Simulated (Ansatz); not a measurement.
# Resistivity from frozen vibrations: Ni(111) with 4 thermally displaced layers, 2x2, part 2 of 3

Wanted: the phonon-limited resistivity of Ni at 500 K by the Landauer route.

Ansatz 0.2.0; Ansatz plane-wave DFT, PBE, PAW files, collinear spin; ballistic transport by layer matching (Landauer), zero bias; PAW set soft_1.

So far: Starting point; With 4 displaced layers.

### Step 2. With 4 displaced layers (continued)

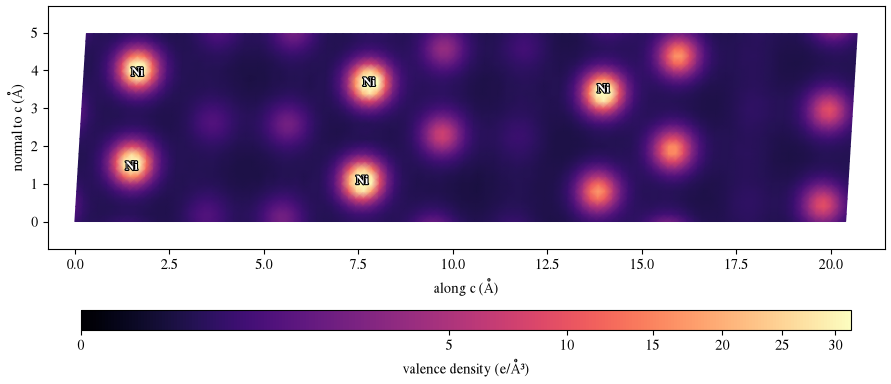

Valence density in the ca plane at fractional y = 0.547, with atoms of Ni within 0.2 Å of it. It is the smooth field of the valence electrons, not physical close to the nuclei. The map starts off the cell's origin, so that atoms lie inside it. The colour scale is stretched toward low values.

Nearest the Fermi level spin up passes 2.44 of 2.49 channels of the lower lead and spin down 5.37 of 7.16.

### Step 3. With 8 displaced layers

System of this step: Ni(111) with 8 thermally displaced layers, 2x2. The cell holds 56 atoms: 56 Ni. Cell: a = 4.984 Å, b = 4.984 Å, c = 28.520 Å, α = 87.5°, β = 92.5°, γ = 120.0°. It derives from Ni. Regions: lead, 24 atoms (24 Ni); scattering region, 32 atoms (32 Ni). The structure is stacked along c, and the current runs across the ab planes.

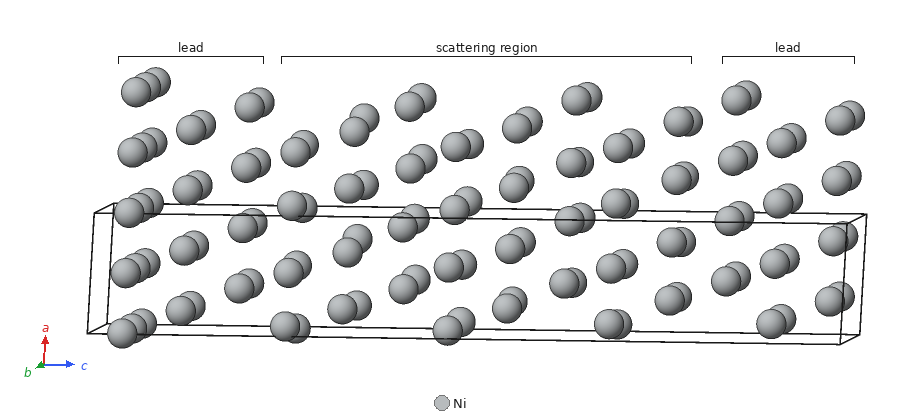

The cell of this step (nickel light grey). 2×1×1 cells are drawn. Some periodic images of atoms are drawn too.

Input file input.yaml:

```yaml
crystal:
  lattice:
    - [4.9836885938, 0.0, 0.0]
    - [-2.4918442969, 4.3160009268, 0.0]
    - [-1.2459221485, 0.7193334878, 28.4841528807]
  atoms:
    - { symbol: Ni, position: [0.005952381, 0.994047619, 0.0357142857], spin: 1.0 }
    - { symbol: Ni, position: [0.005952381, 0.494047619, 0.0357142857], spin: 1.0 }
    - { symbol: Ni, position: [0.505952381, 0.994047619, 0.0357142857], spin: 1.0 }
    - { symbol: Ni, position: [0.505952381, 0.494047619, 0.0357142857], spin: 1.0 }
    - { symbol: Ni, position: [0.1845238095, 0.3154761905, 0.1071428571], spin: 1.0 }
    - { symbol: Ni, position: [0.1845238095, 0.8154761905, 0.1071428571], spin: 1.0 }
    - { symbol: Ni, position: [0.6845238095, 0.3154761905, 0.1071428571], spin: 1.0 }
    - { symbol: Ni, position: [0.6845238095, 0.8154761905, 0.1071428571], spin: 1.0 }
    - { symbol: Ni, position: [0.3630952381, 0.1369047619, 0.1785714286], spin: 1.0 }
    - { symbol: Ni, position: [0.3630952381, 0.6369047619, 0.1785714286], spin: 1.0 }
    - { symbol: Ni, position: [0.8630952381, 0.1369047619, 0.1785714286], spin: 1.0 }
    - { symbol: Ni, position: [0.8630952381, 0.6369047619, 0.1785714286], spin: 1.0 }
    - { symbol: Ni, position: [0.0824843901, 0.9822736186, 0.2509925879], spin: 1.0 }
    - { symbol: Ni, position: [0.0227486879, 0.4579478074, 0.2518232927], spin: 1.0 }
    - { symbol: Ni, position: [0.5250352724, 0.9653768962, 0.2511939029], spin: 1.0 }
    - { symbol: Ni, position: [0.5415570756, 0.436934875, 0.2481621881], spin: 1.0 }
    - { symbol: Ni, position: [0.2033940326, 0.2575144032, 0.3262594897], spin: 1.0 }
    - { symbol: Ni, position: [0.2152612273, 0.7859115774, 0.3207104123], spin: 1.0 }
    - { symbol: Ni, position: [0.7577686107, 0.3036708069, 0.3231876443], spin: 1.0 }
    - { symbol: Ni, position: [0.6860525557, 0.7803991123, 0.3233274406], spin: 1.0 }
    - { symbol: Ni, position: [0.4099268894, 0.089020895, 0.3979175951], spin: 1.0 }
    - { symbol: Ni, position: [0.3722187602, 0.5886319012, 0.3954541496], spin: 1.0 }
    - { symbol: Ni, position: [0.9180273148, 0.1378068605, 0.3933807358], spin: 1.0 }
    - { symbol: Ni, position: [0.8847926604, 0.5947748673, 0.3898265949], spin: 1.0 }
    - { symbol: Ni, position: [0.0631455679, 0.9339054038, 0.4658998435], spin: 1.0 }
    - { symbol: Ni, position: [0.0917969459, 0.4080053137, 0.4689770393], spin: 1.0 }
    - { symbol: Ni, position: [0.5870479493, 0.9516781257, 0.4630836954], spin: 1.0 }
    - { symbol: Ni, position: [0.568472505, 0.4267201283, 0.4671504709], spin: 1.0 }
    - { symbol: Ni, position: [0.2525210803, 0.2339357863, 0.5319891837], spin: 1.0 }
    - { symbol: Ni, position: [0.2387696302, 0.7528036059, 0.5384631135], spin: 1.0 }
    - { symbol: Ni, position: [0.7439019753, 0.2239504908, 0.538139072], spin: 1.0 }
    - { symbol: Ni, position: [0.7293794438, 0.7306896853, 0.5374391], spin: 1.0 }
    - { symbol: Ni, position: [0.4020765325, 0.0728275468, 0.6055274086], spin: 1.0 }
    - { symbol: Ni, position: [0.4356582907, 0.5639950306, 0.6077042094], spin: 1.0 }
    - { symbol: Ni, position: [0.939250556, 0.0509175788, 0.6110894909], spin: 1.0 }
    - { symbol: Ni, position: [0.9543219176, 0.580402508, 0.610378149], spin: 1.0 }
    - { symbol: Ni, position: [0.1333684667, 0.9023416449, 0.6787813822], spin: 1.0 }
    - { symbol: Ni, position: [0.0888525172, 0.3847856073, 0.6764341795], spin: 1.0 }
    - { symbol: Ni, position: [0.5926159378, 0.8919053564, 0.67699234], spin: 1.0 }
    - { symbol: Ni, position: [0.5873131604, 0.3676624093, 0.6793169299], spin: 1.0 }
    - { symbol: Ni, position: [0.3094740948, 0.2325802836, 0.7499613534], spin: 1.0 }
    - { symbol: Ni, position: [0.3215890904, 0.7335042917, 0.7531944687], spin: 1.0 }
    - { symbol: Ni, position: [0.7655374954, 0.2306977693, 0.7509432602], spin: 1.0 }
    - { symbol: Ni, position: [0.8019731378, 0.7149607155, 0.7510630693], spin: 1.0 }
    - { symbol: Ni, position: [0.4702380952, 0.0297619048, 0.8214285714], spin: 1.0 }
    - { symbol: Ni, position: [0.4702380952, 0.5297619048, 0.8214285714], spin: 1.0 }
    - { symbol: Ni, position: [0.9702380952, 0.0297619048, 0.8214285714], spin: 1.0 }
    - { symbol: Ni, position: [0.9702380952, 0.5297619048, 0.8214285714], spin: 1.0 }
    - { symbol: Ni, position: [0.1488095238, 0.8511904762, 0.8928571429], spin: 1.0 }
    - { symbol: Ni, position: [0.1488095238, 0.3511904762, 0.8928571429], spin: 1.0 }
    - { symbol: Ni, position: [0.6488095238, 0.8511904762, 0.8928571429], spin: 1.0 }
    - { symbol: Ni, position: [0.6488095238, 0.3511904762, 0.8928571429], spin: 1.0 }
    - { symbol: Ni, position: [0.3273809524, 0.1726190476, 0.9642857143], spin: 1.0 }
    - { symbol: Ni, position: [0.3273809524, 0.6726190476, 0.9642857143], spin: 1.0 }
    - { symbol: Ni, position: [0.8273809524, 0.1726190476, 0.9642857143], spin: 1.0 }
    - { symbol: Ni, position: [0.8273809524, 0.6726190476, 0.9642857143], spin: 1.0 }
magnetization:
  spin_polarized: true
kpoints:
  mp_grid: { grid: [5, 5, 1] }
hamiltonian:
  xc: pbe
  pseudopotentials: { kind: paw, azcp: { folder: soft_1 } }
scf:
  occupations: { method: fermi_dirac, width: 0.1 }
output:
  transmission:
    leads: [[0, 4]]
    kmesh: [10, 10]
    e_range: [-0.05, 0.05]
    de: 0.05
  write_potential: true
  write_density: true
  volumetric_format: npy
```

Run with:

```sh
$ ansatz run input.yaml --threads 4 --pin off --max-ram 15360MiB --backend cpu --events-out ev --progress --plain --runs-dir out
```

Numbers of over 12 decimals in the logs are rounded to 6 here.

The log of the run:

```text
[...]
Crystal: 56 atoms, lattice volume = 612.683 Å³
Basis set: ecut = 420 eV, 11999 PW (Γ)
Bands: 639, of which v1, the nominal top of the filled ones, is band 504 counted from 1 (503 counted from 0)
Symmetry: 1 space group operations
[...]
k-points: 13 of 25 (time reversal used)
[...]
Starting moments: Σ|m| = 56 μB on 56 of 56 sites
[...]
SCF iter  24: F=-327023.170467 eV  HF=-327023.170467 eV  |F-HF|=8.03e-9  |Δ(HF+E_count)|=  4.07e-10  Δρ=4.21e-7 (↑1.35e-7 ↓4.21e-7)  dr2=8.39e-9  dr2_m=1.59e-10  M=36.813 μB ∫|m|=41.619 μB  ethr=1.86e-12  ⟨swp⟩=8.7  Hψ=59895  notcnv=0
SCF 1 converged in 24 iterations: F = -327023.170467 eV  dr2 = 8.39e-9
[...]
transmission: 378 of 3744 steps passed
transmission: 756 of 3744 steps passed
[...]
transmission: 3744 of 3744 steps passed
some or all of what a close reads of its open shells is tried by no SCF: some or all of their fillings by name were not asked, since the model of its bands would take too long in so large a cell. Whether a lower state lies along it is not known (a run that goes on reads the state that it goes on from)
SCF converged after 24 iterations
Magnetization: 36.8127 μB (522.4063 up, 485.5937 down)
Absolute magnetization: 41.6750 μB (∫|ρ↑−ρ↓|, with the PAW one-centre terms)
[...]
Per-site moments (μB) at R_I (Å): [(0.697196, 1.027886), (0.698038, 1.027886), (0.697191, 1.027886), (0.698501, 1.027886), (0.699354, 1.027886), (0.696657, 1.027886), (0.697945, 1.027886), (0.698368, 1.027886), (0.691986, 0.988390), (0.694395, 1.027886), (0.694791, 1.027886), (0.702491, 1.011120), (0.706982, 0.927537), (0.700279, 0.967463), (0.696187, 0.927537), (0.705973, 0.939851), (0.696232, 0.952580), (0.694305,  [...]
Free energy (F): -327023.170467 eV
[...]
Internal energy: -327020.203609 eV  (E = F + TS)
E sigma→0 (E₀):  -327021.687038 eV
Entropy (-TS):   -2.966857 eV (-52.980 meV/atom)
Fermi energy:    17.835785 eV
[...]
--- Band table (eV; the first three rows and the last of 26) ---
  k-point 0 ↑: bands = [... 500 lower, 17.2659, 17.2746, 17.2761, 17.2786, 17.2811, 17.2828, 17.2859, 17.2930, ... 131 higher]
  k-point 1 ↑: bands = [... 500 lower, 17.2057, 17.2095, 17.2157, 17.2235, 17.2306, 17.2437, 17.2691, 17.2744, ... 131 higher]
  k-point 2 ↑: bands = [... 500 lower, 17.2033, 17.2122, 17.2162, 17.2213, 17.2276, 17.2313, 17.2363, 17.2445, ... 131 higher]
  k-point 12 ↓: bands = [... 500 lower, 18.0024, 18.0221, 18.0283, 18.0369, 18.0483, 18.0578, 18.0676, 18.0797, ... 131 higher]
--- Transmission ---
  basis      : 199 plane waves across, 36 finite elements along
  points     : 52, standing for a mesh of 10 x 10
[...]
channels       : 2.490000e0 up, 7.160000e0 down
[...]
junction   : crystal 0 to crystal 0, 0.69 to 27.14 Å
    transmission   : 2.402465e0 up, 4.033176e0 down
[...]
```

It took 27 min on 4 threads of Intel Xeon Platinum 8375C at 2.90GHz (Ice Lake), shared host; peak memory 8.6 GiB.

This step gave:

```
free energy                  : -327023.1705 eV
energy at zero smearing      : -327021.6870 eV
Fermi energy                 : 17.84 eV
magnetization                : 36.81 μB
absolute magnetization       : 41.68 μB
transmission, spin up        : 2.402
transmission, spin down      : 4.033
step of the lead's potential : 1.9 meV
```

Per spin. The transmission, zone mean by energy, zero at the Fermi level:

```csv
energy (eV),T up,T down
-0.0500,2.41,3.76
0.0000,2.40,4.03
0.0500,2.41,3.92
```

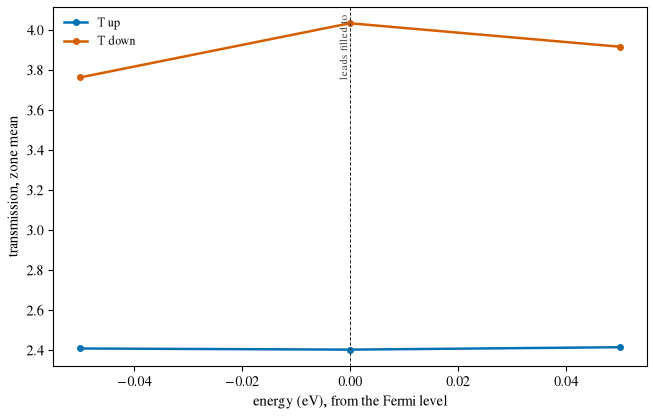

Transmission, zone mean, plotted against energy.

Nearest the Fermi level spin up passes 2.40 of 2.49 channels of the lower lead and spin down 4.03 of 7.16.

(Part 2 of 3 ends here.)

[Logs are printed without paths, hosts, clocks, repeated set-up lines and the standing remarks that a program may print on its own settings, such as how far it seeks lower states.]

[Hosts, paths, dates, database ids (printed as entryN), source tags and the programs' standing remarks are cut or masked in the printed files.]
